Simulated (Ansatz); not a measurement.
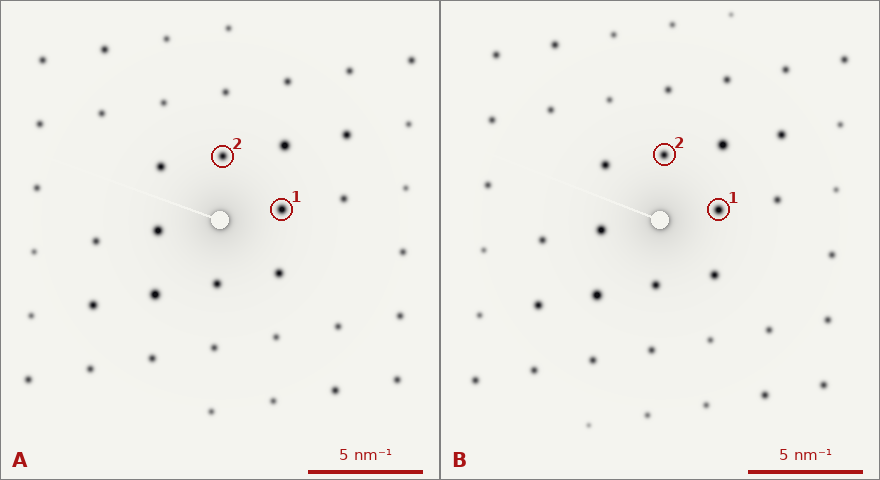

Kinematic electron diffraction patterns (200 kV, B = 0.5 Å², same scale) along [101] of the run's own cell, for the start and the end of one relaxation of NaAu with DFT PBE, scalar-relativistic, plane waves, PAW (Ansatz 0.2.0). k mesh 12×12×10. The start is a generated model structure, and the relaxation ends in the nearest stationary point of its symmetry, not necessarily the ground state. Spot 1 is 0 -1 0 and spot 2 is 1 -1 -1 in both.

Start structure:

```
Na Au
1.0
     2.03377   -5.34230    0.00000
     2.03377    5.34230    0.00000
     0.00000    0.00000    4.57103
Na Au
2 2
Direct
  0.85819 0.14181 0.75000
  0.14181 0.85819 0.25000
  0.57607 0.42393 0.75000
  0.42393 0.57607 0.25000
```

> Which pattern belongs to the start structure, and which to the relaxed one?

B is the start: its cell gives d(1) = 3.801 Å, d(2) = 3.473 Å and an angle of 76.6°. A is the relaxed structure, with d(1) = 3.604 Å (-5.2 %), d(2) = 3.542 Å (+2.0 %) and 77.7°.

> Summarise the relaxation behind the change.

The volume changed by -2.3 % to 24.26 Å³ an atom; with the mean shift removed, the atoms moved by up to 0.06 Å relative to the cell (Na most); the space group stayed Cmcm (No. 63); the free energy fell by 3 meV an atom. Relaxed cell: a = 5.799 Å, b = 5.799 Å, c = 4.644 Å, α = 90.00°, β = 90.00°, γ = 141.58°.
